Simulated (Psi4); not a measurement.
# PH2 (SMILES [PH2]) at UB3LYP/6-31G(d) (spherical functions)

What is the vertical doublet–quartet gap of PH2 at UB3LYP/6-31G* (spherical functions)? The job is set up through a Python script.

Program for the calculation: Psi4 1.11.

**1. The structure to begin with**

PH2 has 3 atoms, charge 0, and is taken as a doublet. As SMILES, `[PH2]`. The shape is that of a PBE0-D4/def2-TZVP optimisation.

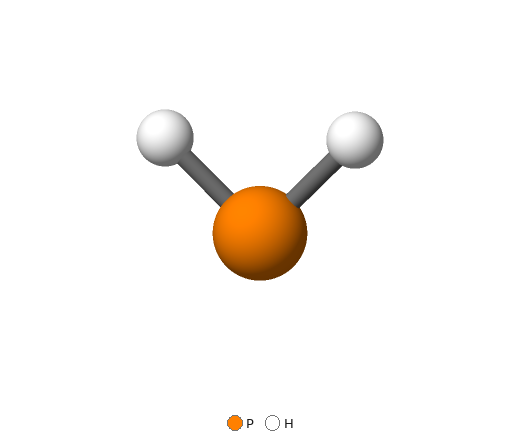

The structure, seen from a chosen angle (phosphorus orange, hydrogen white).

**2. Energy and forces at UB3LYP/6-31G(d) (spherical functions)**

File run.py:

```python
import psi4

psi4.set_memory('2200 MB')
psi4.set_num_threads(1)
psi4.set_output_file('output.dat', False)

m = psi4.geometry("""
0 2
P      0.525730    -0.309370     0.258210
H      0.114640     1.051490     0.176750
H     -0.640370    -0.742120    -0.434970
symmetry c1
no_reorient
no_com
""")

options = {'basis': '6-31G*', 'reference': 'uks', 'puream': True, 'e_convergence': 1e-09, 'd_convergence': 1e-08, 'scf_type': 'pk', 'dft_radial_points': 99, 'dft_spherical_points': 590, 'maxiter': 100}
psi4.set_options(options)

e_tot = psi4.gradient("B3LYP")
print('gradient / Eh bohr^-1')
print(e_tot.np.round(6))
```

Run with:

```sh
$ python run.py
```

output.dat (excerpt; [...] marks lines left out):

```text
[...]
  Running in c1 symmetry.
[...]
  Nuclear repulsion =   11.408385682516982
[...]
  Multiplicity = 2
[...]
  Nalpha       = 9
  Nbeta        = 8
[...]
    Number of basis functions: 22
[...]
   @UKS iter   1:  -342.47834881879430   -2.84011e-01   7.53585e-03 DIIS/ADIIS
[...]
   @UKS iter   9:  -342.50166038047718   -1.12550e-11   7.90118e-09 DIIS
[...]
   @S^2 Observed:                7.536204104E-01
[...]
    Orbital Energies [Eh]
    ---------------------
    Alpha Occupied:
       1A    -77.076120     2A     -6.563790     3A     -4.729424
       4A     -4.723348     5A     -4.720225     6A     -0.640973
       7A     -0.391621     8A     -0.310855     9A     -0.249224
    Alpha Virtual:
      10A      0.028129    11A      0.079846    12A      0.237728
      13A      0.278353    14A      0.296175    15A      0.301528
      16A      0.642935    17A      0.649589    18A      0.658860
      19A      0.671924    20A      0.730467    21A      0.965384
      22A      1.134862
[...]
  @UKS Final Energy:  -342.50166038047718
   => Energetics <=
    Nuclear Repulsion Energy =             11.4083856825169825
    One-Electron Energy =                -495.5897084895573244
    Two-Electron Energy =                 160.9834920701757142
    DFT Exchange-Correlation Energy =     -19.3038296436125769
    Empirical Dispersion Energy =           0.0000000000000000
    VV10 Nonlocal Energy =                  0.0000000000000000
    Total Energy =                       -342.5016603804771762
[...]
 Multipole Moments:
 ------------------------------------------------------------------------------------
     Multipole            Electronic (a.u.)      Nuclear  (a.u.)        Total (a.u.)
 ------------------------------------------------------------------------------------
 L = 1.  Multiply by 2.5417464519 to convert [e a0] to [Debye]
 Dipole X            :        -14.1843604           13.9088000           -0.2755604
 Dipole Y            :          8.3468972           -8.1847440            0.1621532
 Dipole Z            :         -6.9665700            6.8312277           -0.1353423
 Magnitude           :                                                    0.3471955
[...]
  -Total Gradient:
     Atom            X                  Y                   Z
    ------   -----------------  -----------------  -----------------
       1       -0.002640742355     0.001552788109    -0.001297132625
       2        0.000572821964    -0.002550708278     0.000043060349
       3        0.002067689637     0.000998056102     0.001253958957
[...]
```

On the terminal:

```text
gradient / Eh bohr^-1
[[-2.641e-03  1.553e-03 -1.297e-03]
 [ 5.730e-04 -2.551e-03  4.300e-05]
 [ 2.068e-03  9.980e-04  1.254e-03]]
```

It took 13 s on 1 thread of Intel Xeon at 2.50GHz (Skylake/Cascade Lake), shared host; peak memory 0.32 GiB.

**3. The quartet at the same level**

File job.py:

```python
import psi4

psi4.set_memory('2200 MB')
psi4.set_num_threads(1)
psi4.core.set_output_file('h2p.out', False)

mol = psi4.geometry("""
0 4
P
H 1 1.423928
H 1 1.423924 2 91.49995
units angstrom
symmetry c1
no_reorient
no_com
""")

psi4.set_options({
    'reference': 'uks',
    'puream': True,
    'e_convergence': 1e-09,
    'd_convergence': 1e-08,
    'scf_type': 'pk',
    'dft_radial_points': 99,
    'dft_spherical_points': 590,
    'maxiter': 100,
})

e, wfn = psi4.gradient('b3lyp/6-31G*', return_wfn=True)
print('gradient / Eh bohr^-1')
print(e.np.round(6))
print(f'energy = {wfn.energy():.10f} Eh')
```

Run with:

```sh
$ python job.py
```

h2p.out (excerpt; [...] marks lines left out):

```text
[...]
  Running in c1 symmetry.
[...]
  Nuclear repulsion =   11.408386295415529
[...]
  Multiplicity = 4
[...]
  Nalpha       = 10
  Nbeta        = 7
[...]
    Number of basis functions: 22
[...]
   @UKS iter   1:  -342.25552442120949   -6.11867e-02   5.41369e-03 ADIIS/DIIS
[...]
   @UKS iter   9:  -342.26688457531196   -7.95808e-13   3.42283e-09 DIIS
[...]
   @S^2 Observed:                3.751777129E+00
[...]
  @UKS Final Energy:  -342.26688457531196
   => Energetics <=
    Nuclear Repulsion Energy =             11.4083862954155286
    One-Electron Energy =                -494.7128592319226073
    Two-Electron Energy =                 160.3429167219244675
    DFT Exchange-Correlation Energy =     -19.3053283607293125
    Empirical Dispersion Energy =           0.0000000000000000
    VV10 Nonlocal Energy =                  0.0000000000000000
    Total Energy =                       -342.2668845753119626
[...]
 Multipole Moments:
 ------------------------------------------------------------------------------------
     Multipole            Electronic (a.u.)      Nuclear  (a.u.)        Total (a.u.)
 ------------------------------------------------------------------------------------
 L = 1.  Multiply by 2.5417464519 to convert [e a0] to [Debye]
 Dipole X            :          1.2282441           -1.2929046           -0.0646605
 Dipole Y            :          1.1965147           -1.2594967           -0.0629820
 Dipole Z            :          0.0000000            0.0000000            0.0000000
 Magnitude           :                                                    0.0902646
[...]
  -Total Gradient:
     Atom            X                  Y                   Z
    ------   -----------------  -----------------  -----------------
       1       -0.036378361746    -0.035439059578     0.000000000000
       2       -0.004533192034     0.041044849925     0.000000000000
       3        0.040911314595    -0.005606023594     0.000000000000
[...]
```

Standard output:

```text
gradient / Eh bohr^-1
[[-0.036378 -0.035439  0.      ]
 [-0.004533  0.041045  0.      ]
 [ 0.040911 -0.005606  0.      ]]
energy = -342.2668845753 Eh
```

Run time: 14 s. Hardware: 1 thread of Intel Xeon at 2.50GHz (Skylake/Cascade Lake), shared host; peak memory 0.32 GiB.

**4. Results**

At UB3LYP/6-31G* (spherical functions):

| quantity | value |
| --- | --- |
| doublet: total energy | -342.50166 Eh |
| doublet: dipole moment | 0.88 D |
| doublet: HOMO energy (highest over α and β) | -6.78 eV |
| doublet: LUMO energy (lowest over α and β) | -3.36 eV |
| doublet: ⟨S²⟩ | 0.754 |
| doublet: largest force on an atom | 0.171 eV/Å |
| quartet: total energy | -342.26688 Eh |
| quartet: dipole moment | 0.23 D |
| quartet: HOMO energy (highest over α and β) | -1.95 eV |
| quartet: ⟨S²⟩ | 3.752 |
| quartet: largest force on an atom | 2.612 eV/Å |
| vertical energy of the quartet above the doublet | 6.389 eV |

In words: At this shape the quartet lies 6.39 eV (616 kJ/mol) above the doublet.
